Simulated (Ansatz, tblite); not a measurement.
# B(NH2)3 (BN₃H₆): spin-state energies by level

Aim: set other spin states of B(NH2)3 (BN₃H₆) against its singlet, on many levels of theory.

Method: as each input shows; program: Ansatz 0.2.0, Gaussian basis.

Plan: triplet, at the geometry of the singlet (GFN1-xTB, GFN2-xTB, PBE0-D4/def2-TZVP, PBE-D4/def2-TZVP, r2SCAN-D4/def2-TZVP); the singlet's energies come from earlier runs.

### Step 1. The relaxed structure

The geometry is that of the singlet, from an earlier relaxation (PBE-D4/def2-SVP).

10 atoms, charge 0, spin multiplicity 1.

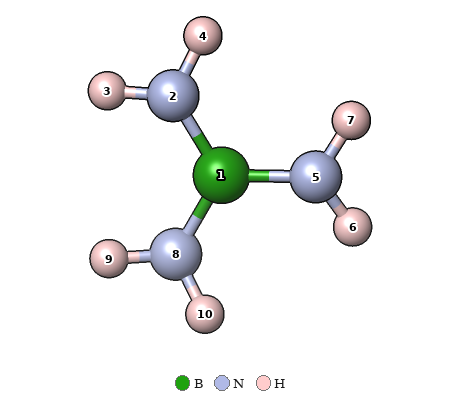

The geometry (boron green, nitrogen light blue, hydrogen pink); atoms are numbered from 1 in the order of the file.

### Step 2. Triplet at the fixed geometry, GFN1-xTB

Tight binding, by tblite at 300 K electronic temperature and without a spin-polarisation term:

```python
tblite.interface.Calculator('GFN1-xTB', numbers, positions, charge=0, uhf=2).singlepoint()
```

Energy -383.5283 eV; 0.004 s.

### Step 3. Triplet at the fixed geometry, GFN2-xTB

Tight binding, by tblite at 300 K electronic temperature and without a spin-polarisation term:

```python
tblite.interface.Calculator('GFN2-xTB', numbers, positions, charge=0, uhf=2).singlepoint()
```

Energy -349.0522 eV; 0.003 s.

### Step 4. Triplet at the fixed geometry, PBE0-D4/def2-TZVP

File in.yaml:

```yaml
crystal:
  periodic: [false, false, false]
  atoms:
    - {symbol: B, position_ang: [-0.004092, 0.000080, -0.015138]}
    - {symbol: N, position_ang: [1.429803, -0.009715, -0.129648]}
    - {symbol: H, position_ang: [1.974050, -0.858274, 0.010122]}
    - {symbol: H, position_ang: [1.987410, 0.832324, -0.002858]}
    - {symbol: N, position_ang: [-0.726756, 1.243876, -0.084647]}
    - {symbol: H, position_ang: [-1.700542, 1.303707, 0.206600]}
    - {symbol: H, position_ang: [-0.251856, 2.142067, -0.018206]}
    - {symbol: N, position_ang: [-0.726161, -1.238921, 0.146988]}
    - {symbol: H, position_ang: [-0.264170, -2.130126, -0.028830]}
    - {symbol: H, position_ang: [-1.717676, -1.285018, -0.084385]}
basis:
  gaussian: {orbitals: def2-TZVP}
magnetization: {spin_polarized: true, initial_magnetization: 2}
hamiltonian: {xc: pbe0, dispersion: d4}
scf: {omitted_lower_state_checks: [starts]}
output: {orbitals: {seedname: orbitals}}
```

Run with:

```sh
> ansatz run in.yaml --threads 2 --pin off --events-out ev --progress --plain --max-ram 4352MiB
```

The log of the run:

```text
Functional definition: PBE0
  name "PBE0"
  cite "Adamo & Barone, J. Chem. Phys. 110, 6158 (1999) doi:10.1063/1.478522"
  cite "Perdew, Burke & Ernzerhof, Phys. Rev. Lett. 77, 3865 (1996) doi:10.1103/PhysRevLett.77.3865"
  parent pbe
  parameter a = 0.25
  parameter kappa = 0.804
  parameter beta = 0.06672455060314922
  exchange = (1 - a)*pbe_x(kappa = kappa, mu = beta*pi^2/3) + a*exact_x
  correlation = pbe_c(beta = beta)
these checks for a lower state are left out or cut short: starts
898 factors; their error is unknown
mean field evaluation 1: about -5223.0735 eV, gradient 5.6e1 eV
mean field evaluation 2: about -5199.7807 eV, gradient 8.5e1 eV
mean field evaluation 4: about -5234.4663 eV, gradient 2.4e1 eV
mean field evaluation 8: about -5237.5915 eV, gradient 1.2e0 eV
mean field evaluation 16: about -5237.6264 eV, gradient 7.5e-2 eV
mean field evaluation 32: about -5237.6278 eV, gradient 1.8e-5 eV
mean field -5237.62782121 eV, -192.4792722379 hartree, gradient 1.8e-5 eV, S^2 2.009844; 0 other end points of the search recorded, 0 dependent functions left out
reference -5237.62785704 eV, -192.4792735547 hartree; 17, 15 occupied and 143, 145 virtual orbitals, 898 factors
Total energy: -5237.74628560 eV, -192.4836257239 hartree
Checks for a lower state left out: starts
```

Wall time 5.5 s (2 threads of Arm Neoverse V2, shared host).

From the report: HOMO -1.60 eV, LUMO -5.54 eV (over both spins; with the spin held, an empty level of the minority spin lies below the top filled one); ⟨S²⟩ 2.010 (pure: 2.00).

### Step 5. Triplet at the fixed geometry, PBE-D4/def2-TZVP

start.molden holds the orbitals of an earlier run on this state, given as this run's starting guess.

Edit in.yaml of step 4 so:

```diff
@@ -14,5 +14,5 @@
 basis:
-  gaussian: {orbitals: def2-TZVP}
+  gaussian: {orbitals: def2-TZVP, initial_orbitals: start.molden}
 magnetization: {spin_polarized: true, initial_magnetization: 2}
-hamiltonian: {xc: pbe0, dispersion: d4}
+hamiltonian: {xc: pbe, dispersion: d4}
 scf: {omitted_lower_state_checks: [starts]}
```

Same command.

The log of the run:

```text
Functional definition: PBE
  name "PBE"
  cite "Perdew, Burke & Ernzerhof, Phys. Rev. Lett. 77, 3865 (1996) doi:10.1103/PhysRevLett.77.3865"
  parent pbe
  parameter kappa = 0.804
  parameter beta = 0.06672455060314922
  exchange = pbe_x(kappa = kappa, mu = beta*pi^2/3)
  correlation = pbe_c(beta = beta)
these checks for a lower state are left out or cut short: starts
898 factors; their error is unknown
mean field evaluation 1: about -5237.4455 eV, gradient 6.0e0 eV
mean field evaluation 2: about -5237.6139 eV, gradient 4.0e-1 eV
mean field evaluation 4: about -5237.6064 eV, gradient 2.9e-1 eV
mean field evaluation 8: about -5237.6067 eV, gradient 6.8e-5 eV
mean field -5237.60674190 eV, -192.4784975876 hartree, gradient 2.1e-5 eV, S^2 2.004448; 0 other end points of the search recorded, 0 dependent functions left out
reference -5237.60679151 eV, -192.4784994107 hartree; 17, 15 occupied and 143, 145 virtual orbitals, 898 factors
Total energy: -5237.74972588 eV, -192.4837521518 hartree
Checks for a lower state left out: starts
```

It took 4.3 s on 2 threads of Arm Neoverse V2, shared host.

From the report: HOMO -1.15 eV, LUMO -6.57 eV (over both spins; with the spin held, an empty level of the minority spin lies below the top filled one); ⟨S²⟩ 2.004 (pure: 2.00).

### Step 6. Triplet at the fixed geometry, r2SCAN-D4/def2-TZVP

Edit in.yaml of step 5 so:

```diff
@@ -16,3 +16,3 @@
 magnetization: {spin_polarized: true, initial_magnetization: 2}
-hamiltonian: {xc: pbe, dispersion: d4}
+hamiltonian: {xc: r2scan, dispersion: d4}
 scf: {omitted_lower_state_checks: [starts]}
```

Launched as before.

The log of the run:

```text
Functional definition: r2SCAN
  name "r2SCAN"
  cite "Furness, Kaplan, Ning, Perdew & Sun, J. Phys. Chem. Lett. 11, 8208 (2020) doi:10.1021/acs.jpclett.0c02405"
  cite "Furness, Kaplan, Ning, Perdew & Sun, J. Phys. Chem. Lett. 11, 9248 (2020) doi:10.1021/acs.jpclett.0c03077"
  parent r2scan
  parameter k0 = 0.174
  parameter k1 = 0.065
  parameter a1 = 4.9479
  exchange = r2scan_x(k0 = k0, k1 = k1, a1 = a1)
  correlation = r2scan_c
these checks for a lower state are left out or cut short: starts
898 factors; their error is unknown
mean field evaluation 1: about -5240.9995 eV, gradient 3.2e0 eV
mean field evaluation 2: about -5241.0405 eV, gradient 8.3e-2 eV
mean field evaluation 4: about -5241.0240 eV, gradient 3.8e-3 eV
mean field evaluation 8: about -5241.0240 eV, gradient 1.2e-5 eV
mean field -5241.02398620 eV, -192.6040789991 hartree, gradient 1.3e-5 eV, S^2 2.010920; 0 other end points of the search recorded, 0 dependent functions left out
reference -5241.02400306 eV, -192.6040796188 hartree; 17, 15 occupied and 143, 145 virtual orbitals, 898 factors
Total energy: -5241.05928443 eV, -192.6053761852 hartree
Checks for a lower state left out: starts
```

It took 8 s on 2 threads of Arm Neoverse V2, shared host.

HOMO -1.20 eV, LUMO -6.23 eV (over both spins; with the spin held, an empty level of the minority spin lies below the top filled one); ⟨S²⟩ 2.011 (pure: 2.00).

### Step 7. Triplet less singlet, vertical

The singlet's energies are those of its earlier runs, whose logs aren't repeated here.

```csv
level,"triplet less singlet, vertical (kJ/mol)",time
GFN1-xTB,+700.5,0.008 s
GFN2-xTB,+743.4,0.005 s
PBE-D4/def2-TZVP,+515.3,6.2 s
r2SCAN-D4/def2-TZVP,+540.2,11 s
PBE0-D4/def2-TZVP,+560.1,7.5 s
```

Times add the two runs; a level without a time comes out of a correlated run. Tight binding without a spin term can't rank spin states.

### Step 8. Summary of results

| quantity | value |
| --- | --- |
| triplet less singlet, vertical, functionals in def2-TZVP | +515.3 (PBE-D4) to +560.1 kJ/mol (PBE0-D4) |

In words: All functionals put the triplet above the singlet, over a spread of 44.8 kJ/mol. The checks for a lower triplet were left out, so another state of that spin may lie lower. These are electronic energies, without zero-point motion, entropy or surroundings.
